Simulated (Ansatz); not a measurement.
# C3H7AlCl2 (SMILES C[CH](C)[Al]([Cl])[Cl]): what the fields show

Input file:

```
crystal:
  periodic: [false, false, false]
  atoms:
    - {symbol: C, position_ang: [-0.227411, -0.334388, 0.520178]}
    - {symbol: C, position_ang: [-1.572496, -0.928941, 0.090826]}
    - {symbol: C, position_ang: [-2.739503, -0.016078, 0.479776]}
    - {symbol: Al, position_ang: [-1.809306, -2.717375, 0.842547]}
    - {symbol: Cl, position_ang: [-1.899421, -2.974561, 2.928149]}
    - {symbol: Cl, position_ang: [-1.982897, -4.455608, -0.324750]}
    - {symbol: H, position_ang: [-0.094890, 0.679629, 0.102884]}
    - {symbol: H, position_ang: [0.629924, -0.938067, 0.180208]}
    - {symbol: H, position_ang: [-0.153131, -0.241798, 1.616536]}
    - {symbol: H, position_ang: [-1.570067, -1.051962, -1.007548]}
    - {symbol: H, position_ang: [-2.823807, 0.095306, 1.573621]}
    - {symbol: H, position_ang: [-2.601189, 0.997569, 0.063473]}
    - {symbol: H, position_ang: [-3.708897, -0.387861, 0.109591]}
basis:
  gaussian:
    orbitals: def2-SVPD
hamiltonian:
  xc: pbe0
output: {forces: true, orbitals: {seedname: orbitals}}
```

Command:

```sh
ansatz run input.yaml --threads 2 --pin off --max-ram 6090MiB --events-out events.jsonl --progress --plain --runs-dir runs
```

Geometry: PBE0-D4/def2-SVP.

Theory: Ansatz 0.2.0, isolated molecule in a Gaussian basis; Kohn-Sham density functional theory, functional PBE0.

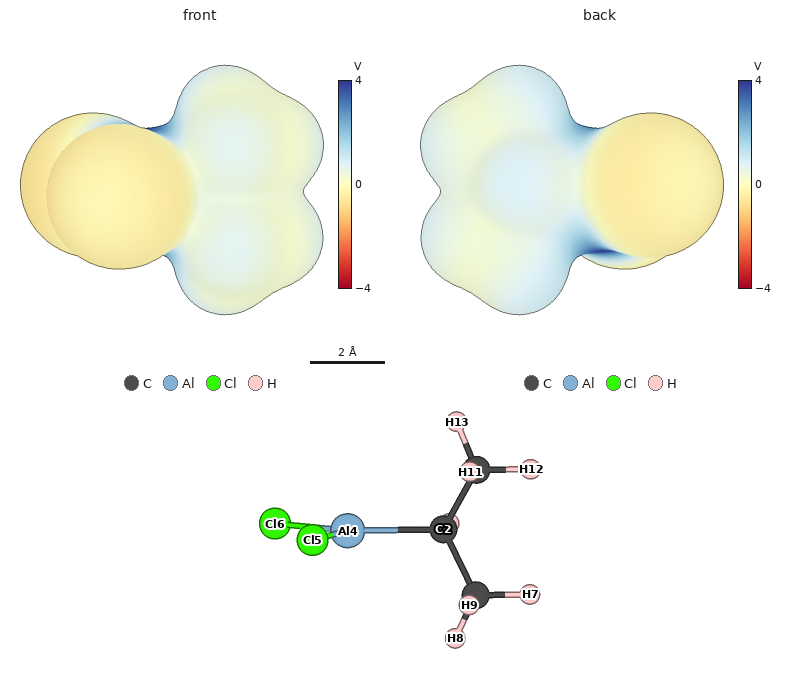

Figure 1. The molecular electrostatic potential painted on the density surface at 0.002 e/bohr³, seen from the front and from behind; red is negative and blue positive. The bare structure is drawn below in the same view.

Question: Which sites attract a positive test charge, and which a negative one?

Answer: A positive charge is drawn to the negative regions and a negative charge to the positive ones. The most negative region (about −0.7 V, or −16 kcal/mol for a unit charge) lies over Cl5 and Cl6, the most positive (about +3.6 V, or +83 kcal/mol for a unit charge) over Al4.

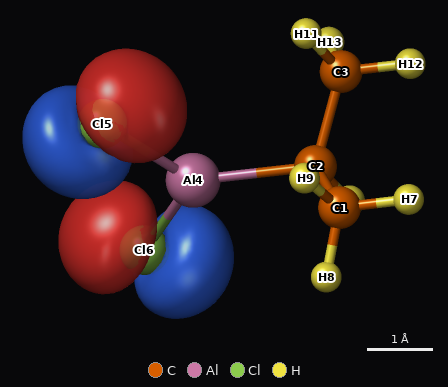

Figure 2. The HOMO−1 at ±0.15 Å⁻³ᐟ² (red and blue are the two phases), seen at a tilt.

Question: Describe this orbital and give its energy.

Answer: Its weight (Hirshfeld) is mainly on Cl5 (about 50 %) and Cl6 (about 45 %); largely a combination of lone pairs on Cl5 and Cl6. Its energy is −9.16 eV.

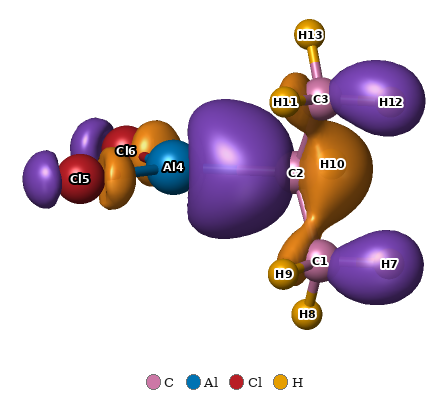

Figure 3. The HOMO at ±0.15 Å⁻³ᐟ² (orange and purple are the two phases), seen at a tilt.

Question: Where does this orbital lie, and at what energy?

Answer: Its weight (Hirshfeld) is mainly on C2 (about 35 %), Al4 (about 15 %), C1 (about 10 %), C3 (about 10 %), Cl6 (about 5 %) and Cl5 (about 5 %). Its energy is −7.98 eV.
